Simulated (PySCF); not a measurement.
System: C₄H₁₁Si (SMILES C[SiH2][C](C)C) (doublet).

Input file:

```
{"job": {"kind": "epr", "basis": "pcH-1"}, "charge": 0, "multiplicity": 2}
C      2.276943    -0.641912     0.259815
Si     1.047100     0.759324    -0.086011
C     -0.694321     0.178705     0.172272
C     -1.062391    -1.158122     0.708960
C     -1.834855     1.088661    -0.116416
H      3.291708    -0.304110     0.075080
H      2.098706    -1.502678    -0.377745
H      2.228850    -0.975396     1.291992
H      1.229816     1.226303    -1.473392
H      1.371104     1.895679     0.799897
H     -1.770703    -1.661434     0.044591
H     -0.193038    -1.795859     0.838359
H     -1.564003    -1.060592     1.677105
H     -2.536976     0.627155    -0.816125
H     -1.494086     2.030609    -0.537064
H     -2.401451     1.302612     0.794755
```

Launched as:

```sh
OMP_NUM_THREADS=1 python probes_run.py task.json out
```

Geometry: GFN2-xTB.

Method: PySCF 2.14.0, density-fitted response routines, UKS B3LYP, pcH-1 on C H Si, non-relativistic, mean-field spin-orbit, GIAO.

Q: What can the converged electron density, electron localisation function and spin density tell about the bonding?

A: C–C (1.49 Å): the density is about 1.6 e/Å³ at the midpoint; the ELF peaks at about 0.95 between the atoms (a shared electron pair).
C–Si (1.85 Å): the density is about 0.93 e/Å³ at the midpoint; the ELF peaks at about 0.95 between the atoms: localised, covalent bonding.
C–H (1.09 Å): ρ at the midpoint is about 1.7 e/Å³; the ELF climbs to about 1 towards the hydrogen, as it does in any bond to H; an ordinary covalent bond to hydrogen.
C–Si (1.90 Å): ρ at the midpoint is about 0.88 e/Å³; the ELF peaks at about 0.95 between the atoms (a shared electron pair).
The unpaired spin (1 electron) lies mostly on C3 (about 0.6) and Si2 (about 0.1), in electrons by Hirshfeld's partition.

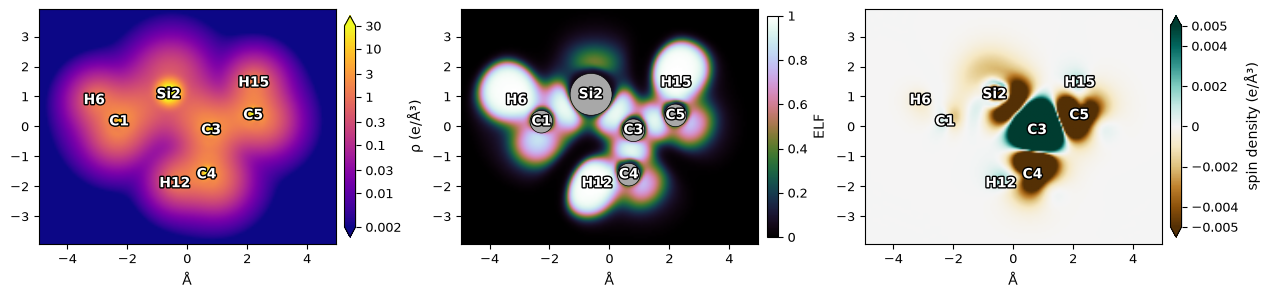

Computed electron density, electron localisation function and spin density on the plane of atoms C4, C3 and C5, in this order. Grey discs cover the atomic cores in the ELF map. 
